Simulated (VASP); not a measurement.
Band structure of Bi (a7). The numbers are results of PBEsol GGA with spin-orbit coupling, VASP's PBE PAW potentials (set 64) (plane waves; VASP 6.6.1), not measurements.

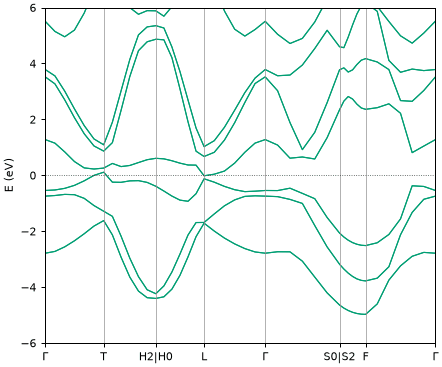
*Bands along high-symmetry lines, zero at the valence-band maximum or, without a gap, the Fermi level*

Question: Read the plot: is there a gap, and where are the band edges?

Answer: It has no gap at this level: it comes out as a metal or semimetal.

The compound is Bi in the a7 structure. It was relaxed first.
